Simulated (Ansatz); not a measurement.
# C3H11AlS: nudged elastic band (part 1 of 2)

- system: C3H11AlS
- method: RKS BLYP/def2-SVP (Ansatz 0.2.0)

It belongs to a series of runs on one base structure; here: band between the two ends. Figures and captions count atoms from 1; the log counts them from 0 in places.

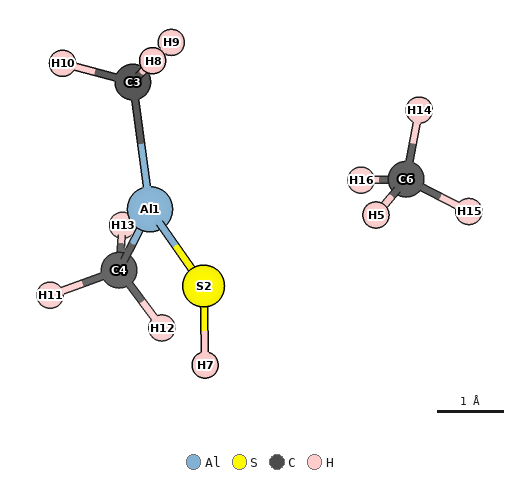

*The structure as given in the input (ball-and-stick view, seen at a tilt; atoms are numbered from 1 in the order of the input). Sticks mark near contacts.*

Input file:
```yaml
crystal:
  periodic: [false, false, false]
  atoms:
    - { symbol: Al, position_ang: [0.415087, -0.640696, -0.990342] }
    - { symbol: S, position_ang: [2.525158, 0.061608, -0.860122] }
    - { symbol: C, position_ang: [0.017706, -2.352564, -0.096651] }
    - { symbol: C, position_ang: [-0.911124, 0.409389, -2.010861] }
    - { symbol: H, position_ang: [0.788531, 1.36759, 1.7689] }
    - { symbol: C, position_ang: [-0.112218, 1.514233, 2.394121] }
    - { symbol: H, position_ang: [2.323694, 1.215102, -1.561331] }
    - { symbol: H, position_ang: [0.900312, -2.801263, 0.402124] }
    - { symbol: H, position_ang: [-0.774414, -2.222784, 0.672427] }
    - { symbol: H, position_ang: [-0.372811, -3.097471, -0.823945] }
    - { symbol: H, position_ang: [-0.900017, 0.107628, -3.08232] }
    - { symbol: H, position_ang: [-0.712833, 1.501537, -1.983867] }
    - { symbol: H, position_ang: [-1.945402, 0.241121, -1.642136] }
    - { symbol: H, position_ang: [-0.157592, 0.724423, 3.167429] }
    - { symbol: H, position_ang: [-0.062339, 2.5053, 2.882337] }
    - { symbol: H, position_ang: [-1.02164, 1.467046, 1.764236] }
basis:
  gaussian: { orbitals: def2-SVP }
hamiltonian:
  xc: blyp
neb:
  order_check: false
  images: 9
  f_tol: 0.05
  max_iterations: 60
  final_atoms:
    - { symbol: Al, position_ang: [-0.29562145, -0.12926782, -0.02464322] }
    - { symbol: S, position_ang: [2.35871051, 0.36613454, -0.60684596] }
    - { symbol: C, position_ang: [-0.12914046, -2.10099244, 0.21597055] }
    - { symbol: C, position_ang: [-1.04142349, 0.56707157, -1.73763844] }
    - { symbol: H, position_ang: [2.83000539, 0.26356402, 0.67003789] }
    - { symbol: C, position_ang: [-0.45218687, 1.01026965, 1.60693561] }
    - { symbol: H, position_ang: [2.29799412, 1.72757079, -0.53032048] }
    - { symbol: H, position_ang: [0.54870775, -2.39428469, 1.04701547] }
    - { symbol: H, position_ang: [-1.12557147, -2.53091137, 0.46737522] }
    - { symbol: H, position_ang: [0.21429177, -2.63004177, -0.69893467] }
    - { symbol: H, position_ang: [-0.66720463, 0.02760788, -2.63445132] }
    - { symbol: H, position_ang: [-0.8574827, 1.65182012, -1.89771354] }
    - { symbol: H, position_ang: [-2.14814915, 0.4398654, -1.7404522] }
    - { symbol: H, position_ang: [0.21384257, 0.69007029, 2.43800483] }
    - { symbol: H, position_ang: [-0.25652542, 2.08855513, 1.41814319] }
    - { symbol: H, position_ang: [-1.49014848, 0.95316772, 2.00751606] }
  initial_path:
    images:
      - { positions_ang: [[0.415087, -0.640696, -0.990342], [2.525158, 0.061608, -0.860122], [0.017706, -2.352564, -0.096651], [-0.911124, 0.409389, -2.010861], [0.788531, 1.36759, 1.7689], [-0.112218, 1.514233, 2.394121], [2.323694, 1.215102, -1.561331], [0.900312, -2.801263, 0.402124], [-0.774414, -2.222784, 0.672427], [-0.372811, -3.097471, -0.823945], [-0.900017, 0.107628, -3.08232], [-0.712833, 1.501537, -1.983867], [-1.945402, 0.241121, -1.642136], [-0.157592, 0.724423, 3.167429], [-0.062339, 2.5053, 2.882337], [-1.02164, 1.467046, 1.764236]] }
      - { positions_ang: [[0.32183199, -0.57869167, -0.85233411], [2.51160506, 0.14585839, -0.75893416], [-0.00256327, -2.32034643, -0.00359575], [-0.9201346, 0.45931657, -1.96100378], [0.83814728, 1.25347738, 1.55614866], [-0.096636, 1.40830558, 2.2308932], [2.27586965, 1.27009368, -1.47588462], [0.89797821, -2.73062894, 0.48363378], [-0.78786678, -2.25622442, 0.76510541], [-0.35030868, -3.06061656, -0.74671023], [-0.82083994, 0.17788506, -3.013708], [-0.75231344, 1.55036624, -1.91044275], [-1.95938275, 0.27277057, -1.68542609], [-0.141168, 0.61540642, 2.99639426], [0.01220117, 2.38131872, 2.72238213], [-1.02632192, 1.4119084, 1.65348104]] }
      - { positions_ang: [[0.22857697, -0.51668734, -0.71432622], [2.49805213, 0.23010878, -0.65774631], [-0.02283255, -2.28812886, 0.08945951], [-0.92914519, 0.50924415, -1.91114656], [0.88776356, 1.13936476, 1.34339731], [-0.08105399, 1.30237816, 2.06766539], [2.2280453, 1.32508537, -1.39043823], [0.89564442, -2.65999489, 0.56514356], [-0.80131956, -2.28966484, 0.85778383], [-0.32780636, -3.02376212, -0.66947547], [-0.74166287, 0.24814213, -2.94509599], [-0.79179387, 1.59919548, -1.8370185], [-1.97336349, 0.30442014, -1.72871617], [-0.12474399, 0.50638984, 2.82535951], [0.08674134, 2.25733744, 2.56242726], [-1.03100384, 1.35677081, 1.54272608]] }
      - { positions_ang: [[0.13532196, -0.45468301, -0.57631833], [2.48449919, 0.31435917, -0.55655847], [-0.04310182, -2.25591129, 0.18251476], [-0.93815579, 0.55917172, -1.86128934], [0.93737984, 1.02525215, 1.13064597], [-0.06547199, 1.19645073, 1.90443759], [2.18022095, 1.38007705, -1.30499185], [0.89331063, -2.58936083, 0.64665334], [-0.81477234, -2.32310526, 0.95046224], [-0.30530403, -2.98690768, -0.5922407], [-0.66248581, 0.31839919, -2.87648399], [-0.83127431, 1.64802472, -1.76359424], [-1.98734424, 0.33606971, -1.77200626], [-0.10831999, 0.39737326, 2.65432477], [0.16128152, 2.13335616, 2.40247239], [-1.03568576, 1.30163321, 1.43197112]] }
      - { positions_ang: [[0.04206694, -0.39267868, -0.43831043], [2.47094625, 0.39860956, -0.45537063], [-0.06337109, -2.22369371, 0.27557001], [-0.94716639, 0.6090993, -1.81143213], [0.98699612, 0.91113953, 0.91789462], [-0.04988999, 1.09052331, 1.74120978], [2.13239661, 1.43506874, -1.21954546], [0.89097683, -2.51872678, 0.72816312], [-0.82822513, -2.35654568, 1.04314066], [-0.28280171, -2.95005324, -0.51500593], [-0.58330874, 0.38865626, -2.80787199], [-0.87075475, 1.69685396, -1.69016999], [-2.00132498, 0.36771927, -1.81529634], [-0.09189598, 0.28835668, 2.48329003], [0.23582169, 2.00937487, 2.24251752], [-1.04036769, 1.24649562, 1.32121616]] }
      - { positions_ang: [[-0.05118807, -0.33067435, -0.30030254], [2.45739331, 0.48285995, -0.35418278], [-0.08364036, -2.19147614, 0.36862526], [-0.95617698, 0.65902687, -1.76157491], [1.0366124, 0.79702691, 0.70514328], [-0.03430798, 0.98459589, 1.57798198], [2.08457226, 1.49006042, -1.13409908], [0.88864304, -2.44809272, 0.8096729], [-0.84167791, -2.3899861, 1.13581907], [-0.26029939, -2.9131988, -0.43777117], [-0.50413168, 0.45891332, -2.73925999], [-0.91023518, 1.7456832, -1.61674574], [-2.01530573, 0.39936884, -1.85858643], [-0.07547198, 0.1793401, 2.31225529], [0.31036186, 1.88539359, 2.08256265], [-1.04504961, 1.19135802, 1.2104612]] }
      - { positions_ang: [[-0.10007475, -0.29039305, -0.24517068], [2.43765675, 0.45951486, -0.40471542], [-0.09274038, -2.1733794, 0.33809432], [-0.97322628, 0.64063581, -1.75678761], [1.395291, 0.69033433, 0.6981222], [-0.11788376, 0.98973064, 1.58377271], [2.12725663, 1.5375625, -1.01334336], [0.82065598, -2.43733112, 0.85714142], [-0.89845662, -2.41817116, 1.0021303], [-0.16538116, -2.85656739, -0.49000387], [-0.53674627, 0.37265223, -2.71829825], [-0.89968469, 1.72691058, -1.6729393], [-2.04187441, 0.40746815, -1.83495958], [-0.01760907, 0.28148614, 2.33740519], [0.19698441, 1.9260259, 1.94967876], [-1.13406938, 1.14371996, 1.36987217]] }
      - { positions_ang: [[-0.14896142, -0.25011174, -0.19003881], [2.41792019, 0.43616978, -0.45524805], [-0.1018404, -2.15528266, 0.30756338], [-0.99027558, 0.62224475, -1.75200032], [1.75396959, 0.58364175, 0.69110113], [-0.20145954, 0.99486539, 1.58956343], [2.169941, 1.58506457, -0.89258764], [0.75266892, -2.42656951, 0.90460993], [-0.95523533, -2.44635621, 0.86844153], [-0.07046292, -2.79993599, -0.54223657], [-0.56936086, 0.28639114, -2.69733652], [-0.88913419, 1.70813796, -1.72913286], [-2.0684431, 0.41556747, -1.81133274], [0.04025384, 0.38363218, 2.3625551], [0.08360695, 1.96665821, 1.81679487], [-1.22308916, 1.0960819, 1.52928314]] }
      - { positions_ang: [[-0.1978481, -0.20983043, -0.13490695], [2.39818363, 0.4128247, -0.50578069], [-0.11094042, -2.13718592, 0.27703244], [-1.00732488, 0.60385369, -1.74721303], [2.11264819, 0.47694918, 0.68408005], [-0.28503531, 1.00000015, 1.59535416], [2.21262538, 1.63256664, -0.77183192], [0.68468186, -2.41580791, 0.95207844], [-1.01201405, -2.47454127, 0.73475276], [0.02445531, -2.74330458, -0.59446927], [-0.60197545, 0.20013006, -2.67637479], [-0.87858369, 1.68936535, -1.78532642], [-2.09501178, 0.42366678, -1.78770589], [0.09811675, 0.48577821, 2.38770501], [-0.02977051, 2.00729051, 1.68391098], [-1.31210893, 1.04844384, 1.68869411]] }
      - { positions_ang: [[-0.24673477, -0.16954913, -0.07977508], [2.37844707, 0.38947962, -0.55631332], [-0.12004044, -2.11908918, 0.24650149], [-1.02437418, 0.58546263, -1.74242574], [2.47132679, 0.3702566, 0.67705897], [-0.36861109, 1.0051349, 1.60114489], [2.25530975, 1.68006872, -0.6510762], [0.61669481, -2.4050463, 0.99954696], [-1.06879276, -2.50272632, 0.60106399], [0.11937354, -2.68667318, -0.64670197], [-0.63459004, 0.11386897, -2.65541305], [-0.86803319, 1.67059273, -1.84151998], [-2.12158047, 0.43176609, -1.76407905], [0.15597966, 0.58792425, 2.41285492], [-0.14314796, 2.04792282, 1.55102709], [-1.40112871, 1.00080578, 1.84810508]] }
      - { positions_ang: [[-0.29562145, -0.12926782, -0.02464322], [2.35871051, 0.36613454, -0.60684596], [-0.12914046, -2.10099244, 0.21597055], [-1.04142349, 0.56707157, -1.73763844], [2.83000539, 0.26356402, 0.67003789], [-0.45218687, 1.01026965, 1.60693561], [2.29799412, 1.72757079, -0.53032048], [0.54870775, -2.39428469, 1.04701547], [-1.12557147, -2.53091137, 0.46737522], [0.21429177, -2.63004177, -0.69893467], [-0.66720463, 0.02760788, -2.63445132], [-0.8574827, 1.65182012, -1.89771354], [-2.14814915, 0.4398654, -1.7404522], [0.21384257, 0.69007029, 2.43800483], [-0.25652542, 2.08855513, 1.41814319], [-1.49014848, 0.95316772, 2.00751606]] }
```

Command:
```bash
ansatz run input.yaml --threads 4 --pin off --max-ram 5120MiB --backend cpu --events-out ev --progress --plain --runs-dir out
```

What the program printed:
```
Engine: ansatz 0.2.0, aarch64-unknown-linux-gnu
Functional definition: BLYP
  parameter beta = 0.0042
  parameter a = 0.04918
  parameter b = 0.132
  parameter c = 0.2533
  parameter d = 0.349
  exchange = b88_x(beta = beta)
  correlation = lyp_c(a = a, b = b, c = c, d = d)
1510 factors; their error is unknown
mean field evaluation 1: about -20691.6428 eV, gradient 9.4e1 eV
mean field evaluation 2: about -20659.4550 eV, gradient 1.3e2 eV
mean field evaluation 4: about -20713.7202 eV, gradient 1.1e1 eV
mean field evaluation 8: about -20714.1039 eV, gradient 1.9e-1 eV
mean field evaluation 16: about -20714.0370 eV, gradient 2.4e-4 eV
mean field -20714.03698790 eV, -761.2268188268 hartree, gradient 1.9e-5 eV, S^2 0.000000; 0 other end points of the search recorded, 0 dependent functions left out
the calculation of the forces begins
reference -20714.03739009 eV, -761.2268336069 hartree; 29, 29 occupied and 104, 104 virtual orbitals, 1510 factors
1510 factors; their error is unknown
mean field evaluation 32: about -20712.9878 eV, gradient 4.1e-2 eV
mean field -20712.98783931 eV, -761.1882633271 hartree, gradient 5.5e-5 eV, S^2 0.000000; 0 other end points of the search recorded, 0 dependent functions left out
[... from here on the field's lines of each further geometry are left out, up to the last ...]
NEB iter   1: max|band force component| = 4.734e0 eV/Å  barrier→ = 2.3944 eV  barrier← = 1.3453 eV  Δτ_max = 0.2000 Å  (318 SCF iters)
NEB iter   2: max|band force component| = 1.830e0 eV/Å  barrier→ = 1.6555 eV  barrier← = 0.6063 eV  Δτ_max = 0.2000 Å  (270 SCF iters)
NEB iter   3: max|band force component| = 1.466e0 eV/Å  barrier→ = 1.5546 eV  barrier← = 0.5055 eV  Δτ_max = 0.1986 Å  (260 SCF iters)
NEB iter   4: max|band force component| = 4.674e-1 eV/Å  barrier→ = 1.5352 eV  barrier← = 0.4860 eV  CI = image 6  Δτ_max = 0.2000 Å  (259 SCF iters)
NEB iter   5: max|band force component| = 1.146e0 eV/Å  barrier→ = 1.5956 eV  barrier← = 0.5464 eV  CI = image 6  Δτ_max = 0.0813 Å  (264 SCF iters)
NEB iter   6: max|band force component| = 2.252e-1 eV/Å  barrier→ = 1.5944 eV  barrier← = 0.5452 eV  CI = image 6  Δτ_max = 0.0575 Å  (257 SCF iters)
NEB iter   7: max|band force component| = 9.620e-2 eV/Å  barrier→ = 1.5933 eV  barrier← = 0.5441 eV  CI = image 6  Δτ_max = 0.0690 Å  (261 SCF iters)
NEB iter   8: max|band force component| = 7.094e-2 eV/Å  barrier→ = 1.5901 eV  barrier← = 0.5409 eV  CI = image 6  Δτ_max = 0.0998 Å  (258 SCF iters)
NEB iter   9: max|band force component| = 8.421e-2 eV/Å  barrier→ = 1.5866 eV  barrier← = 0.5375 eV  CI = image 6  Δτ_max = 0.0500 Å  (256 SCF iters)
NEB iter  10: max|band force component| = 5.593e-2 eV/Å  barrier→ = 1.5851 eV  barrier← = 0.5359 eV  CI = image 6  Δτ_max = 0.0500 Å  (261 SCF iters)
NEB iter  11: max|band force component| = 3.415e-2 eV/Å  barrier→ = 1.5838 eV  barrier← = 0.5347 eV  CI = image 6  Δτ_max = 0.0500 Å  (262 SCF iters)
NEB iter  12: max|band force component| = 1.168e-1 eV/Å  barrier→ = 1.5831 eV  barrier← = 0.5339 eV  CI = image 6  Δτ_max = 0.0996 Å  (29 SCF iters)
the calculation of the forces begins
reference -20712.98465803 eV, -761.1881464174 hartree; 29, 29 occupied and 104, 104 virtual orbitals, 1510 factors
1510 factors; their error is unknown
mean field evaluation 1088: about -20712.4542 eV, gradient 2.7e-5 eV
mean field -20712.45422822 eV, -761.1686534815 hartree, gradient 2.7e-5 eV, S^2 0.000000; 1 other end points of the search recorded, 0 dependent functions left out
the calculation of the forces begins
reference -20712.45459135 eV, -761.1686668262 hartree; 29, 29 occupied and 104, 104 virtual orbitals, 1510 factors
NEB iter  13: max|band force component| = 3.887e-2 eV/Å  barrier→ = 1.5828 eV  barrier← = 0.5336 eV  CI = image 6  Δτ_max = 0.0000 Å  (528 SCF iters)
```
